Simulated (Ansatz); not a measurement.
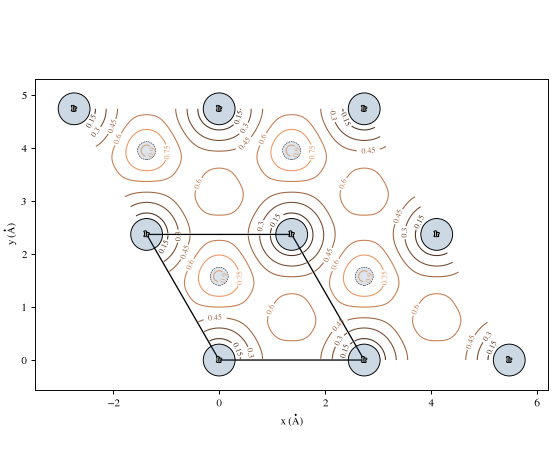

Energy landscape of F on an Ir(111) slab cut from the Fm-3m phase, its upper half relaxed before the scan (3 atoms of substrate and one adsorbate in a 1 × 1 cell). 
- F is moved over the surface cell; relaxed at each place: the height of the adsorbate's atoms; substrate rigid; the origin of the map has the adsorbate above Ir3.
- Places are given modulo a cell vector. The map is drawn in real space over the plane of the surface.
- Grid: 6 × 6 points; 10 points were computed and 26 follow by symmetry.
- Energies: eV, counted from the lowest grid point.
- With one adsorbate in each 1 × 1 cell, its nearest image is 2.7 Å away, so neighbouring adsorbates interact. The runs have no spin polarisation; a magnetic state may lie lower.
- Method: Ansatz, DFT PBE, scalar-relativistic, plane waves, PAW. Settings: cutoff 420 eV, k-mesh 12×12×1, gaussian smearing 0.1 eV, no spin polarisation.

Drawn: contour lines labelled in eV, labelled circles for the atoms of the top layer and small ones for the second layer, the outline of one cell of the 2 × 2 shown. Between grid points the surface is interpolated. 

### Summarise what can be read from the map.

The lowest grid point is at the top site over a surface Ir atom, (0/6, 0/6) of the cell vectors. No other kind of well shows on this grid. The highest grid point, a threefold hollow over a second-layer Ir atom, (2/6, 4/6) of the cell vectors, lies 0.91 eV above the lowest. On the interpolated surface the easiest way out of the lowest well to its copy in the next cell or period passes a barrier of about 0.56 eV. At the lowest point the adsorbate has 1 Ir at 1.89 Å as nearest neighbours, at the highest 3 Ir at 2.34 Å. Its relaxed height above the top atom is 1.89 Å at the lowest and 1.73 Å at the highest point.

The values on the grid:

```csv
"second ↓, first →",0/6,1/6,2/6,3/6,4/6,5/6
5/6,0.19,0.44,0.71,0.71,0.44,0.19
4/6,0.50,0.71,0.91,0.71,0.50,0.44
3/6,0.57,0.71,0.71,0.57,0.60,0.60
2/6,0.50,0.44,0.50,0.60,0.67,0.60
1/6,0.19,0.19,0.44,0.60,0.60,0.44
0/6,0.00,0.19,0.50,0.57,0.50,0.19
```

The whole map (10 points run) took 14 min on 1 thread of Arm Neoverse V2, on a shared host.

PAW datasets: the set soft_1.
